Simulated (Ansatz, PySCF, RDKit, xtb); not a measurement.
# Which structure has the formula SnNH5O?

Task: start from the formula SnNH5O, draw up candidate structures, narrow them down in stages, and characterise the one that lies lowest at 400 K.

Plan: many cheap relaxations first (GFN2-xTB), then density-functional screening, relaxation at B3LYP-D3(BJ)/def2-SVP, vibrations and a final energy. The numbers are computed, not measured.

6 further runs of the same task are left out: 6 set aside as unsound or not needed.

**1. Candidates**

All bonding patterns within simple valence rules are listed by program: one Lewis structure each, at most two rings and one unusual centre or charged pair. O–O, O–halogen and N–halogen bonds and N–N–N chains are not drawn. That gives 8 candidates.

```csv
label,SMILES,spin
c241,[NH2][SnH2][OH],singlet
c291,[O-][NH2+][SnH3],singlet
c317,O[NH][SnH3],singlet
c467,[NH2][SnH-][OH2+],singlet
c839,[NH3+][SnH-][OH],singlet
c924,N[OH+][SnH2-],singlet
c965,N[O][SnH3],singlet
c976,O[NH2+][SnH2-],singlet
```

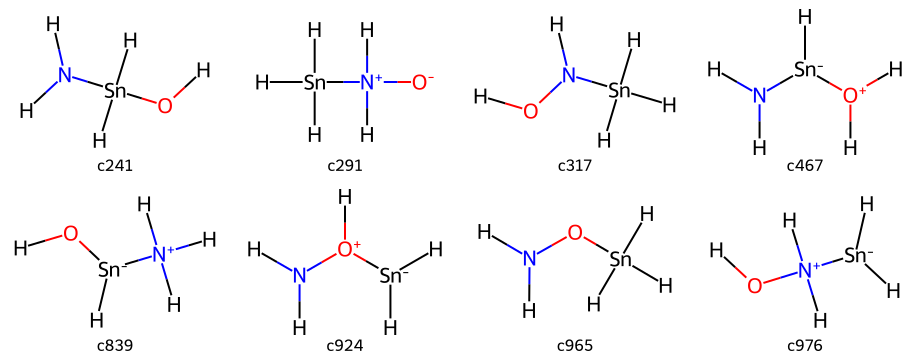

Structural formulas of the candidates.

Candidates are built by distance geometry, with a force field where one applies, in up to four conformers (letters a to d). 10 starts with atoms placed at random are added, to find patterns that the rules miss.

**2. First filter: tight binding**

All 18 starts are relaxed the same way. One of them, c047 (atoms placed at random), in full:

The input, start.xyz:

```xyz
8
c047
N      1.091530    -1.794740     0.875160
O      1.246980     1.798480    -0.387420
Sn     0.278470     0.299790     0.173140
H      0.532290     0.673940    -2.062170
H     -1.098590     1.799410    -1.007710
H     -0.297770    -1.275360    -0.000350
H     -1.249330     0.130350    -0.431170
H      1.763470     0.655840    -0.631920
```

Run with:

```
$ xtb start.xyz --gfn 2 --opt
```

Log (excerpt; [...] marks lines left out):

```text
* xtb version 6.7.1
[...]
          :  # basis functions                  23          :
[...]
          :  # electrons                        20          :
[...]
          :  Hamiltonian                  GFN2-xTB          :
[...]
          :  net charge                          0          :
          :  unpaired electrons                  0          :
[...]
   *** convergence criteria satisfied after 44 iterations ***
[...]
   *** GEOMETRY OPTIMIZATION CONVERGED AFTER 59 ITERATIONS ***
[...]
   *** convergence criteria satisfied after 3 iterations ***
[...]
         ::                     SUMMARY                     ::
         :::::::::::::::::::::::::::::::::::::::::::::::::::::
         :: total energy             -11.539251126266 Eh    ::
         :: gradient norm              0.000592873930 Eh/a0 ::
         :: HOMO-LUMO gap              2.935590916248 eV    ::
         ::.................................................::
         :: SCC energy               -11.620534223409 Eh    ::
         :: -> isotropic ES            0.033472987553 Eh    ::
         :: -> anisotropic ES          0.006819935062 Eh    ::
         :: -> anisotropic XC          0.012898104952 Eh    ::
         :: -> dispersion             -0.003236539108 Eh    ::
         :: repulsion energy           0.081283097143 Eh    ::
         :: add. restraining           0.000000000000 Eh    ::
         :: total charge              -0.000000000000 e     ::
         :::::::::::::::::::::::::::::::::::::::::::::::::::::
[...]
        10        2.0000           -0.3734231             -10.1614 (HOMO)
        11                         -0.2655421              -7.2258 (LUMO)
[...]
     #   Z          covCN         q      C6AA      α(0)
     1   7          1.689    -0.356    29.959     8.088
     2   8          1.579    -0.517    23.320     6.516
     3  50          2.574     0.347   382.779    38.860
     4   1          0.761     0.014     2.922     2.695
     5   1          0.761     0.030     2.676     2.579
     6   1          0.888     0.159     1.339     1.811
     7   1          0.920     0.027     2.625     2.534
     8   1          0.829     0.298     0.723     1.334
[...]
     #   Z sym  total        # sym  WBO       # sym  WBO       # sym  WBO
 ---------------------------------------------------------------------------
     1   7      2.980 --     3      1.570     6      0.943     7      0.290
                             2      0.173
     2   8      2.124 --     3      0.942     8      0.901     1      0.173
                             7      0.101
     3  50      3.241 --     1      1.570     2      0.942     7      0.605
     4   1      1.000 --     5      0.952
     5   1      0.999 --     4      0.952
     6   1      0.975 --     1      0.943
     7   1      0.999 --     3      0.605     1      0.290     2      0.101
     8   1      0.911 --     2      0.901
 ---------------------------------------------------------------------------
[...]
molecular dipole:
                 x           y           z       tot (Debye)
 q only:       -0.739      -0.194      -0.261
   full:       -1.138       0.005      -0.084       2.900
molecular quadrupole (traceless):
[...]
          | TOTAL ENERGY              -11.539251126266 Eh   |
          | GRADIENT NORM               0.000592873930 Eh/α |
          | HOMO-LUMO GAP               2.935590916248 eV   |
           -------------------------------------------------
[...]
```

Wall time 0.14 s (1 thread of Arm Neoverse V2, shared host).

**3. The minima found**

18 of the 18 relaxations converged; 1 ended on a minimum already found. 17 distinct structures remain:

```
label             start                SMILES after     spin  energy (kcal/mol)           note
c839a             drawn           [NH3].[OH][SnH] ‡  singlet                0.0  loosely bound
 c322            random      [H][H].[NH2][Sn][OH] ‡  singlet               10.5     fell apart
c467a  drawn and random          [NH2][SnH].[OH2] ‡  singlet               10.5  loosely bound
c241a             drawn             [NH2][SnH2][OH]  singlet               42.3               
 c105            random     [H][H].[NH][Sn].[OH2] ‡  singlet               45.4     fell apart
 c672            random     [H][H].[NH][Sn].[OH2] ‡  singlet               45.5     fell apart
c976a             drawn           [OH][NH2][SnH2] ‡  singlet               50.1               
c924a             drawn          [NH2][OH].[SnH2] ‡  singlet               55.3  loosely bound
 c794            random      [H][H].[NH2][O][SnH] ‡  singlet               57.6     fell apart
 c793            random      [H][H].[NH2][O][SnH] ‡  singlet               57.8     fell apart
 c991            random      [H][H].[OH][NH][SnH] ‡  singlet               66.0     fell apart
 c461            random      [H][H].[OH][NH][SnH] ‡  singlet               68.4     fell apart
 c047            random   [H]/[N]=[SnH]/[OH].[H][H]  singlet               80.1     fell apart
c317a             drawn                 O[NH][SnH3]  singlet               80.2               
c965a             drawn                  N[O][SnH3]  singlet               81.8               
c291a             drawn            [O-][NH2+][SnH3]  singlet              106.9               
 c654            random  [H][H].[H][H].[N]#[Sn][OH]  singlet              129.4     fell apart
```

‡ marks the bonded skeleton alone, with all bonds drawn single: no Lewis structure was assigned that passes a check against the bond lengths.

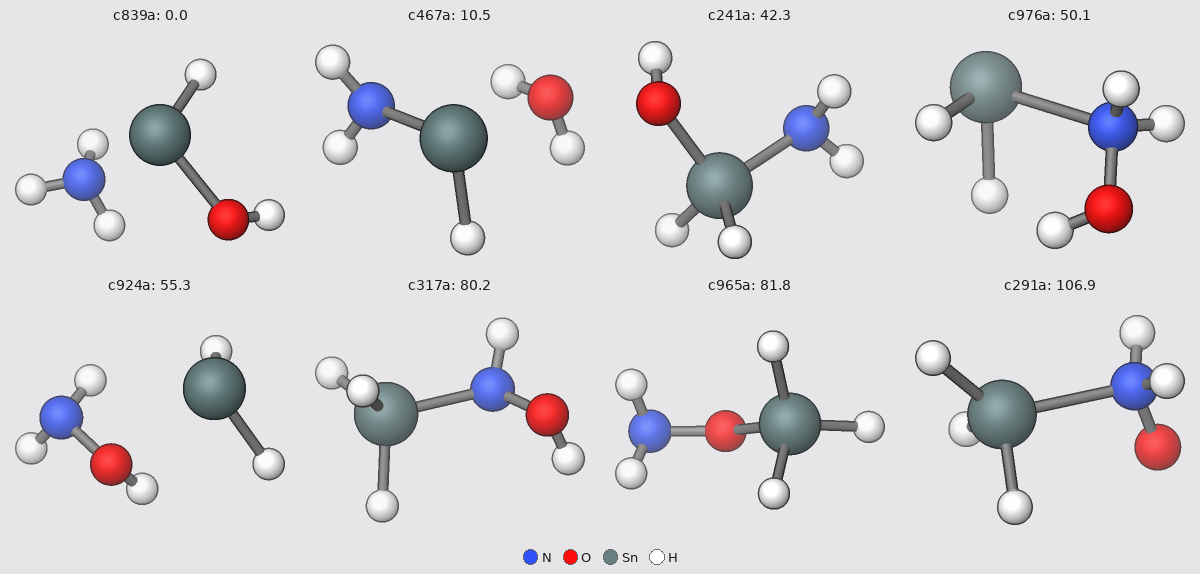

The 8 lowest minima that did not fall apart, with their GFN2-xTB energies in kcal/mol.

**4. Second filter: single points**

A choice of the minima (the low ones first, few conformers of a pattern, up to a cap) and the lowest that fell apart get a single point at r2SCAN-D4/def2-SVP on the tight-binding geometry, and one at HF/STO-3G for comparison. The lowest singlets are also tried as triplets at the same geometry (label ending in t). The first, c839a:

The input, input.yaml:

```yaml
crystal:
  periodic: [false, false, false]
  atoms:
    - {symbol: N, position_ang: [-0.723172, -1.336525, -0.565195]}
    - {symbol: O, position_ang: [2.363663, -0.768310, -1.582178]}
    - {symbol: Sn, position_ang: [0.656060, -0.960079, -2.715573]}
    - {symbol: H, position_ang: [-0.980081, -2.315659, -0.577756]}
    - {symbol: H, position_ang: [-0.015287, -1.215455, 0.147909]}
    - {symbol: H, position_ang: [-1.535905, -0.792405, -0.303773]}
    - {symbol: H, position_ang: [0.632727, -2.864240, -2.779674]}
    - {symbol: H, position_ang: [2.897843, -1.533511, -1.388460]}
basis:
  gaussian:
    orbitals: def2-SVP
hamiltonian:
  xc: r2scan
  dispersion: d4
scf:
  lower_state_search: "off"
```

Run with:

```
$ ansatz run input.yaml --threads 1 --pin off --max-ram 2610MiB --events-out events.jsonl --progress --plain --runs-dir runs
```

Log (excerpt; [...] marks lines left out):

```text
Warning: RAYON_NUM_THREADS=1 ignored (pool sized by the plan → 1); use --threads N
Functional definition: r2SCAN
  name "r2SCAN"
[...]
896 factors; their error is unknown
[...]
mean field -9447.77196518 eV, -347.1992157907 hartree, gradient 2.2e-6 eV, S^2 0.000000; 0 other end points of the search recorded, 0 dependent functions left out
reference -9447.77197530 eV, -347.1992161626 hartree; 21, 21 occupied and 58, 58 virtual orbitals, 896 factors
Total energy: -9447.80290093 eV, -347.2003526582 hartree
Checks for a lower state left out: stability, starts, cluster_reference, orbital_swaps, neighbouring_geometries, increment
```

Run time: 2.2 s. Hardware: 1 thread of Arm Neoverse V2, shared host.

Relative energies in kcal/mol, each column from its lowest structure that stays in one piece:

| label | SMILES | spin | GFN2-xTB | HF/STO-3G | r2SCAN-D4/def2-SVP |
| --- | --- | --- | --- | --- | --- |
| c839a | [NH3].[OH][SnH] ‡ | singlet | 0.0 | 48.8 | 0.0 |
| c467a | [NH2][SnH].[OH2] ‡ | singlet | 10.5 | 47.2 | 9.4 |
| c322 | [H][H].[NH2][Sn][OH] ‡ | singlet | 10.5 | 55.9 | 13.5 |
| c241a | [NH2][SnH2][OH] | singlet | 42.3 | 0.0 | 19.2 |
| c976a | [OH][NH2][SnH2] ‡ | singlet | 50.1 | 76.0 | 59.7 |
| c839at | [NH3].[OH][SnH] ‡ | triplet | – | – | 76.2 |
| c467at | [NH2][SnH].[OH2] ‡ | triplet | – | – | 77.1 |
| c241at | [NH2][SnH2][OH] | triplet | – | – | 142.6 |

‡ marks the bonded skeleton alone, with all bonds drawn single: no Lewis structure was assigned that passes a check against the bond lengths.

**5. Relaxing the best candidates**

3 candidates are relaxed at B3LYP-D3(BJ)/def2-SVP (chosen among the lowest in one piece). The first, c839a:

The input, input.yaml:

```yaml
crystal:
  periodic: [false, false, false]
  atoms:
    - symbol: N
      position_ang: [-0.723172, -1.336525, -0.565195]
    - symbol: O
      position_ang: [2.363663, -0.768310, -1.582178]
    - symbol: Sn
      position_ang: [0.656060, -0.960079, -2.715573]
    - symbol: H
      position_ang: [-0.980081, -2.315659, -0.577756]
    - symbol: H
      position_ang: [-0.015287, -1.215455, 0.147909]
    - symbol: H
      position_ang: [-1.535905, -0.792405, -0.303773]
    - symbol: H
      position_ang: [0.632727, -2.864240, -2.779674]
    - symbol: H
      position_ang: [2.897843, -1.533511, -1.388460]
basis:
  gaussian:
    orbitals: def2-SVP
hamiltonian:
  xc: {name: B3LYP}
  dispersion: d3bj
scf:
  lower_state_search: off
relax:
  f_tol: 0.003
```

Run with:

```
$ ansatz run input.yaml --threads 1 --pin off --max-ram 2610MiB --events-out events.jsonl --progress --plain --runs-dir runs
```

Log (excerpt; [...] marks lines left out):

```text
Warning: RAYON_NUM_THREADS=1 ignored (pool sized by the plan → 1); use --threads N
[...]
Functional definition: B3LYP
  name "B3LYP"
[...]
945 factors; integrals over basis functions are off by at most 4.6e-4 eV
[...]
mean field -9449.70595487 eV, -347.2702886006 hartree, gradient 2.7e-6 eV, S^2 0.000000; 0 other end points of the search recorded, 0 dependent functions left out
[...]
reference -9449.70618451 eV, -347.2702970397 hartree; 21, 21 occupied and 58, 58 virtual orbitals, 945 factors
relax step   1: F+E_penalty+E_count = -9449.95087299 eV  Δ(F+E_penalty+E_count) = +0.000e0 eV  max|allowed force component| = 7.203e-1 eV/Å  Δτ_max = 0.0000 Å  (16 SCF iters, accepted)
[...]
relax step   4: F+E_penalty+E_count = -9449.97856860 eV  Δ(F+E_penalty+E_count) = +6.351e-2 eV  max|allowed force component| = 2.217e0 eV/Å  Δτ_max = 0.1851 Å  (25 SCF iters, rejected (line search))
[...]
Total energy: -9450.10062837 eV, -347.2847925843 hartree
Atom 0 at    -0.618055    -1.385872    -0.649565 Å, force    -0.000562    -0.000135     0.000585 eV/Å
Atom 1 at     2.037915    -0.770089    -1.331297 Å, force    -0.001177    -0.000386    -0.001008 eV/Å
Atom 2 at     0.551946    -0.996606    -2.763083 Å, force     0.002155     0.000173     0.001511 eV/Å
Atom 3 at    -0.945051    -2.328370    -0.434244 Å, force     0.000051     0.000118    -0.000048 eV/Å
Atom 4 at     0.278612    -1.215101    -0.173199 Å, force     0.000296    -0.000025    -0.000218 eV/Å
Atom 5 at    -1.309634    -0.711515    -0.320257 Å, force     0.000066    -0.000055    -0.000197 eV/Å
Atom 6 at     0.733621    -2.803413    -2.849971 Å, force    -0.000044    -0.000126     0.000040 eV/Å
Atom 7 at     2.566493    -1.575219    -1.243084 Å, force    -0.000786     0.000437    -0.000665 eV/Å
Dipole moment:    -0.553372    -0.260295     0.498733 e Å
Checks for a lower state left out: stability, starts, cluster_reference, orbital_swaps, neighbouring_geometries, increment
```

It took 34 s on 1 thread of Arm Neoverse V2, shared host.

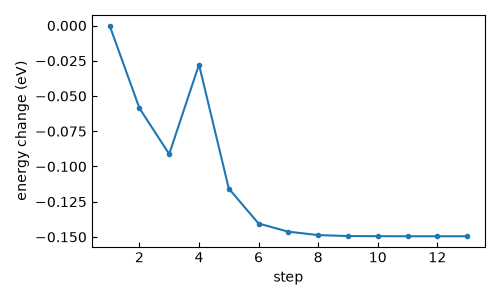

Energy along the run, all evaluated steps.

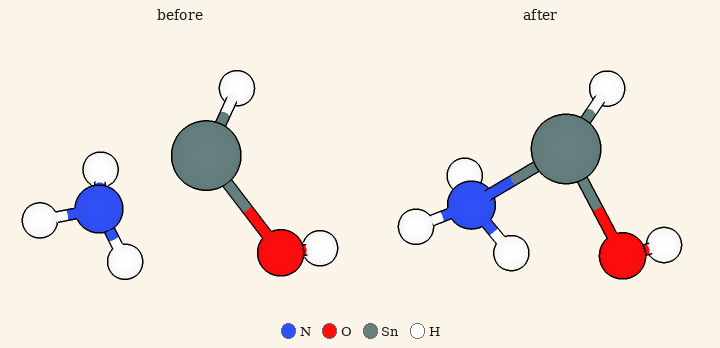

Before and after, at one scale.

After the run. Bond lengths: N1–Sn3 2.447 Å, O2–Sn3 2.076 Å, N1–H4 1.021 Å, N1–H5 1.030 Å, N1–H6 1.021 Å, Sn3–H7 1.818 Å, O2–H8 0.967 Å. Angles: N1–Sn3–O2 76.3°, N1–Sn3–H7 86.0°, O2–Sn3–H7 94.0°, Sn3–N1–H4 118.8°, Sn3–N1–H5 87.5°, Sn3–N1–H6 119.8°, Sn3–O2–H8 111.3°, H4–N1–H5 109.5°, H4–N1–H6 109.0°, H5–N1–H6 109.3°.

**6. Ranking at B3LYP-D3(BJ)/def2-SVP**

| label | spin | r2SCAN-D4/def2-SVP (kcal/mol) | B3LYP-D3(BJ)/def2-SVP, relaxed (kcal/mol) | time | note |
| --- | --- | --- | --- | --- | --- |
| c839a | singlet | 0.0 | 0.0 | 34 s | rearranged to [NH3][SnH][OH] ‡ |
| c467a | singlet | 9.4 | 8.7 | 26 s | rearranged to [NH2][SnH][OH2] ‡ |
| c241a | singlet | 19.2 | 23.5 | 34 s |  |

‡ marks the bonded skeleton alone, with all bonds drawn single: no Lewis structure was assigned that passes a check against the bond lengths.

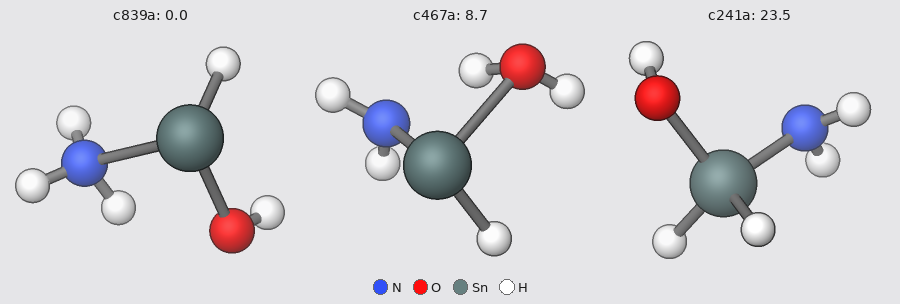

The relaxed structures, with energies at B3LYP-D3(BJ)/def2-SVP in kcal/mol.

**7. Vibrations and thermal terms**

The lowest few in one piece go on as finalists. Harmonic vibrations at B3LYP-D3(BJ)/def2-SVP test each finalist and give the zero-point energy and the thermal terms. The first, c839a:

The input, input.yaml:

```yaml
crystal:
  periodic: [false, false, false]
  atoms:
    - symbol: N
      position_ang: [-0.618055, -1.385872, -0.649565]
    - symbol: O
      position_ang: [2.037915, -0.770089, -1.331297]
    - symbol: Sn
      position_ang: [0.551946, -0.996606, -2.763083]
    - symbol: H
      position_ang: [-0.945051, -2.328370, -0.434244]
    - symbol: H
      position_ang: [0.278612, -1.215101, -0.173199]
    - symbol: H
      position_ang: [-1.309634, -0.711515, -0.320257]
    - symbol: H
      position_ang: [0.733621, -2.803413, -2.849971]
    - symbol: H
      position_ang: [2.566493, -1.575219, -1.243084]
basis:
  gaussian: {orbitals: def2-SVP}
hamiltonian: {xc: {name: B3LYP}, dispersion: d3bj}
scf: {lower_state_search: "off"}
phonons: {}
```

Run with:

```
$ ansatz run input.yaml --threads 1 --pin off --max-ram 2610MiB --events-out events.jsonl --progress --plain --runs-dir runs
```

Log (excerpt; [...] marks lines left out):

```text
Warning: RAYON_NUM_THREADS=1 ignored (pool sized by the plan → 1); use --threads N
[... 2 set-up lines as earlier in the session ...]
[...]
949 factors; integrals over basis functions are off by at most 3.9e-4 eV
[...]
mean field -9449.84654322 eV, -347.2754551275 hartree, gradient 2.6e-6 eV, S^2 0.000000; 0 other end points of the search recorded, 0 dependent functions left out
[...]
reference -9449.84676780 eV, -347.2754633804 hartree; 21, 21 occupied and 58, 58 virtual orbitals, 949 factors
[...]
949 factors; integrals over basis functions are off by at most 3.9e-4 eV
mean field -9449.84632243 eV, -347.2754470135 hartree, gradient 8.8e-7 eV, S^2 0.000000; 0 other end points of the search recorded, 0 dependent functions left out
[...]
reference -9449.84654709 eV, -347.2754552694 hartree; 21, 21 occupied and 58, 58 virtual orbitals, 949 factors
[...]
949 factors; integrals over basis functions are off by at most 3.9e-4 eV
[...]
Atom 1 at     2.037915    -0.770089    -1.331297 Å, force    -0.001281    -0.000441    -0.001060 eV/Å
Atom 2 at     0.551946    -0.996606    -2.763083 Å, force     0.002253     0.000189     0.001391 eV/Å
Atom 3 at    -0.945051    -2.328370    -0.434244 Å, force     0.000073     0.000113    -0.000066 eV/Å
Atom 4 at     0.278612    -1.215101    -0.173199 Å, force     0.000237    -0.000050    -0.000132 eV/Å
Atom 5 at    -1.309634    -0.711515    -0.320257 Å, force     0.000085    -0.000044    -0.000181 eV/Å
Atom 6 at     0.733621    -2.803413    -2.849971 Å, force    -0.000001    -0.000133     0.000015 eV/Å
Atom 7 at     2.566493    -1.575219    -1.243084 Å, force    -0.000759     0.000453    -0.000672 eV/Å
Dipole moment:    -0.553369    -0.260292     0.498730 e Å
Vibrations: 148.49 215.20 263.84 377.16 406.04 520.31 533.07 598.83 632.39 806.11 1093.40 1584.58 1596.96 1646.43 3378.34 3547.11 3604.92 3820.59 cm⁻¹, zero-point energy 1.535779 eV
Checks for a lower state left out: stability, starts, cluster_reference, orbital_swaps, neighbouring_geometries, increment
```

Wall time 1.7 min (1 thread of Arm Neoverse V2, shared host).

**8. Thermal terms of the finalists**

At 400 K and 1 atm, ideal gas, rigid rotor and harmonic oscillator:

| label | SMILES | spin | point group | lowest mode (cm⁻¹) | zero-point (kcal/mol) | G − E (kcal/mol) |
| --- | --- | --- | --- | --- | --- | --- |
| c839a | [NH3][SnH][OH] ‡ | singlet | C1 | 148 | 35.4 | 8.0 |
| c467a | [NH2][SnH][OH2] ‡ | singlet | C1 | 217 | 35.2 | 8.2 |
| c241a | [NH2][SnH2][OH] | singlet | C1 | 134 | 32.2 | 4.8 |

Chiral structures get −RT ln 2 for their mirror image.

‡ marks the bonded skeleton alone, with all bonds drawn single: no Lewis structure was assigned that passes a check against the bond lengths.

**9. Last filter: a higher level**

Single points at CCSD(T)/def2-TZVP on the refined geometries decide the order.

c839a, CCSD(T)/def2-TZVP:

input.yaml, as its differences from that of step 7:

```diff
@@ -20,5 +20,6 @@
 basis:
-  gaussian: {orbitals: def2-SVP}
-hamiltonian: {xc: {name: B3LYP}, dispersion: d3bj}
-scf: {lower_state_search: "off"}
-phonons: {}
+  gaussian:
+    orbitals: def2-TZVP
+correlation:
+  method: ccsd_t
+  frozen_orbitals: {Sn: 4, H: 0, O: 1, "N": 1}
```

Run with:

```
$ ansatz run input.yaml --threads 1 --pin off --max-ram 2610MiB --events-out events.jsonl --progress --plain --runs-dir runs
```

Log (excerpt; [...] marks lines left out):

```text
Warning: RAYON_NUM_THREADS=1 ignored (pool sized by the plan → 1); use --threads N
Functional definition: HF
  name "HF"
[...]
1129 factors; integrals over basis functions are off by at most 1.3e-3 eV
[...]
mean field -9405.66920685 eV, -345.6519679603 hartree, gradient 1.4e-6 eV, S^2 0.000000; 0 other end points of the search recorded, 0 dependent functions left out
6 core orbitals not correlated: weight in the atoms' cores, before any rotation towards them, 1.000 or more for the frozen orbitals, at most 0.000 for the correlated occupied ones
reference -9405.66920685 eV, -345.6519679603 hartree; 15, 15 occupied and 121, 121 virtual orbitals, 1129 factors
second order -21.39651713 eV of doubles, -0.00000000 eV of singles
cycle   1  -21.09474711 eV  change    3.0e-1 eV  update   1.1e-1
[...]
cycle  10  -21.72646409 eV  change   -2.2e-5 eV  update   2.8e-5
perturbative correction -0.70509735 eV, -0.0259118496 hartree
Total energy: -9428.10076829 eV, -346.4763126385 hartree
```

Wall time 63 s (1 thread of Arm Neoverse V2, shared host); peak memory 1 GiB.

**10. c467a at CCSD(T)/def2-TZVP**

The input, input.yaml:

```yaml
basis:
  gaussian: {orbitals: def2-TZVP}
crystal:
  periodic: [false, false, false]
  atoms:
    - {symbol: "N", position_ang: [-0.203375, -0.766469, -0.539387]}
    - {symbol: O, position_ang: [1.328193, -1.370946, -2.561897]}
    - {symbol: Sn, position_ang: [1.493872, -2.067746, -0.240091]}
    - {symbol: H, position_ang: [-0.196315, 0.119282, -0.032343]}
    - {symbol: H, position_ang: [-1.130788, -1.178659, -0.430430]}
    - {symbol: H, position_ang: [0.490028, -3.491682, -0.713900]}
    - {symbol: H, position_ang: [0.947845, -2.069265, -3.115667]}
    - {symbol: H, position_ang: [0.538629, -0.903352, -2.133288]}
correlation: {method: ccsd_t, frozen_orbitals: {Sn: 4, H: 0, O: 1, "N": 1}}
```

Run with:

```
$ ansatz run input.yaml --threads 1 --pin off --max-ram 2610MiB --events-out events.jsonl --progress --plain --runs-dir runs
```

Log (excerpt; [...] marks lines left out):

```text
Warning: RAYON_NUM_THREADS=1 ignored (pool sized by the plan → 1); use --threads N
[... 2 set-up lines as earlier in the session ...]
[...]
1130 factors; integrals over basis functions are off by at most 1.5e-3 eV
[...]
mean field -9405.02907628 eV, -345.6284435957 hartree, gradient 5.4e-6 eV, S^2 0.000000; 0 other end points of the search recorded, 0 dependent functions left out
6 core orbitals not correlated: weight in the atoms' cores, before any rotation towards them, 1.000 or more for the frozen orbitals, at most 0.000 for the correlated occupied ones
reference -9405.02907628 eV, -345.6284435957 hartree; 15, 15 occupied and 121, 121 virtual orbitals, 1130 factors
second order -21.55972037 eV of doubles, -0.00000000 eV of singles
cycle   1  -21.23352347 eV  change    3.3e-1 eV  update   1.1e-1
[...]
cycle  10  -21.85534554 eV  change    1.9e-5 eV  update   2.6e-5
perturbative correction -0.72738973 eV, -0.0267310795 hartree
Total energy: -9427.61181155 eV, -346.4583438098 hartree
```

It took 62 s on 1 thread of Arm Neoverse V2, shared host; peak memory 1 GiB.

[end of part 1 of 2]
